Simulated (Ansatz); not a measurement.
Reaction (SMILES): F (HF) → F atom + H atom
B3LYP-D3(BJ)/def2-TZVP geometries, fixed; electronic energies without zero-point terms.

Basis-set convergence of the bond dissociation energy at CCSD(T) with Ansatz (a first-principles code). Cartesian d functions, on some or all atoms, in 6-31G**, 6-31+G*; all else is spherical. Cores are frozen. Open shells are unrestricted. No added dispersion term, no relativity. Functions are those of the species that has most. Reference: Hartree-Fock in aug-cc-pV5Z plus the correlation part extrapolated as X^-3 from aug-cc-pVQZ and aug-cc-pV5Z, 141.45 kcal/mol, itself unsure by roughly 0.11 kcal/mol (a third of the extrapolation step and of the last Hartree-Fock step). Deviations are taken from unrounded values.

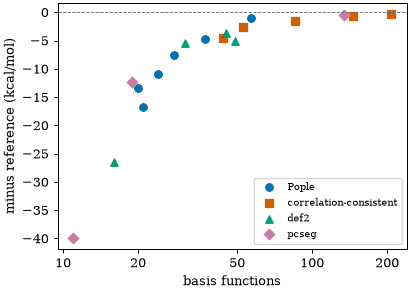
*Deviation from the reference against the number of basis functions, by family of sets.*

| basis | functions | bond dissociation energy (kcal/mol) | minus reference (kcal/mol) |
|---|---|---|---|
| pcseg-0 | 11 | 101.57 | -39.88 |
| def2-SV(P) | 16 | 115.02 | -26.43 |
| pcseg-1 | 19 | 129.21 | -12.24 |
| 6-31G** | 20 | 128.03 | -13.42 |
| 6-31+G* | 21 | 124.77 | -16.68 |
| 6-311G** | 24 | 130.57 | -10.88 |
| 6-311+G** | 28 | 133.97 | -7.48 |
| def2-SVPD | 31 | 136.02 | -5.43 |
| 6-311++G(2d,2p) | 37 | 136.65 | -4.80 |
| cc-pVTZ | 44 | 136.88 | -4.57 |
| def2-TZVPP | 45 | 137.81 | -3.63 |
| def2-TZVPD | 49 | 136.33 | -5.12 |
| jun-cc-pV(T+d)Z | 53 | 138.84 | -2.61 |
| 6-311++G(3df,3pd) | 57 | 140.44 | -1.01 |
| cc-pVQZ | 85 | 139.87 | -1.58 |
| aug-pcseg-3 | 134 | 140.95 | -0.50 |
| cc-pV5Z | 146 | 140.87 | -0.58 |
| aug-cc-pV5Z | 207 | 141.14 | -0.31 |
